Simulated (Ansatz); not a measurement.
Input file:

```
crystal:
  periodic: [false, false, false]
  atoms:
    - {symbol: Be, position_ang: [-1.096903, -1.189007, -0.328427]}
    - {symbol: O, position_ang: [-0.535665, -1.426517, 1.124156]}
    - {symbol: Be, position_ang: [0.865016, -0.711286, 1.212494]}
    - {symbol: O, position_ang: [1.868643, -0.302955, 0.069320]}
    - {symbol: Be, position_ang: [1.040536, -0.189799, -1.265907]}
    - {symbol: O, position_ang: [-0.337860, -0.840163, -1.663699]}
    - {symbol: Be, position_ang: [-0.865078, 0.711271, -1.212462]}
    - {symbol: O, position_ang: [-1.868691, 0.302872, -0.069360]}
    - {symbol: Be, position_ang: [-1.040565, 0.189889, 1.265840]}
    - {symbol: O, position_ang: [0.337893, 0.840187, 1.663661]}
    - {symbol: Be, position_ang: [1.097023, 1.188962, 0.328456]}
    - {symbol: O, position_ang: [0.535641, 1.426544, -1.124082]}
basis:
  gaussian: {orbitals: def2-TZVP, initial_orbitals: start.molden}
hamiltonian: {xc: pbe0, dispersion: d4}
scf: {omitted_lower_state_checks: [starts]}
output: {forces: true, orbitals: {seedname: orbitals}}
```

Command:

```sh
ansatz run in.yaml --threads 4 --pin off --events-out ev --progress --plain --max-ram 4787MiB
```

Geometry: PBE-D4/def2-SVP; not at a stationary point (largest force 1.2 eV/Å).

Theory: RKS PBE0-D4/def2-TZVP in Ansatz 0.2.0.

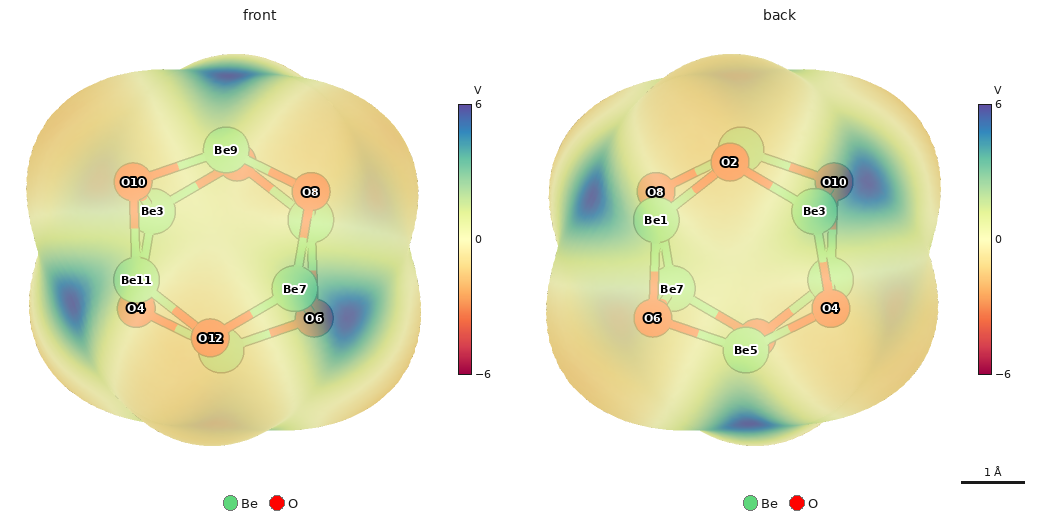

Be6O6 ((BeO)6 prism). The electrostatic potential painted on the density surface at 0.002 e/bohr³, seen from the front and from behind; red is negative and blue positive.

> Where is the surface potential most negative and most positive?

The most negative region (about −1.4 V) lies over the O atoms, the most positive (about +5.6 V) over the Be atoms.
